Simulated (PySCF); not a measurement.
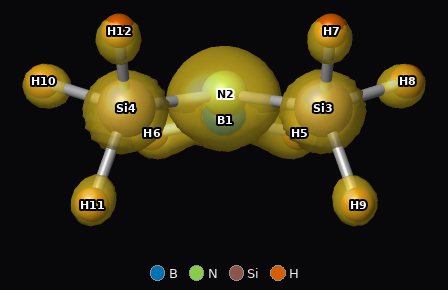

Figure 1: BH8NSi2 (SMILES [BH2-]N([SiH3])[SiH3]) (charge −1, doublet). Isosurface of the electron density at 1 e/Å³ (yellow), seen from one side.

Geometry: GFN2-xTB.

Computed with UKS B3LYP, pcH-1 on B H N Si, non-relativistic, mean-field spin-orbit, GIAO (PySCF).

```xyz
12

B    -0.1149    1.7330    0.0314
N    -0.0930    0.3601    0.2945
Si    1.3664   -0.6189    0.3927
Si   -1.2648   -0.7984   -0.3238
H     0.8636    2.3984    0.1685
H    -1.1032    2.2642   -0.3685
H     1.2805   -1.7106    1.3827
H     2.3109    0.3405    1.1129
H     2.2082   -0.9155   -0.8024
H    -2.5562    0.0083   -0.2123
H    -1.3432   -1.1581   -1.7690
H    -1.5530   -1.9037    0.6114
```

Q: What does this surface tell about the bonding?

A: At this value the surface falls into nine separate pieces. It bridges the sampled B–N (1.40 Å) and B–H (1.19 Å) contacts, where the density stays above the isovalue. It is pinched off along the sampled Si–N (1.76 Å) and Si–H (1.48 Å) contacts. On the grid the lowest density along these lines, outside the cores, is 1.5 e/Å³ (B–N, 1.40 Å), 0.86 e/Å³ (Si–N, 1.76 Å), 1.2 e/Å³ (B–H, 1.19 Å) and 0.77 e/Å³ (Si–H, 1.48 Å).
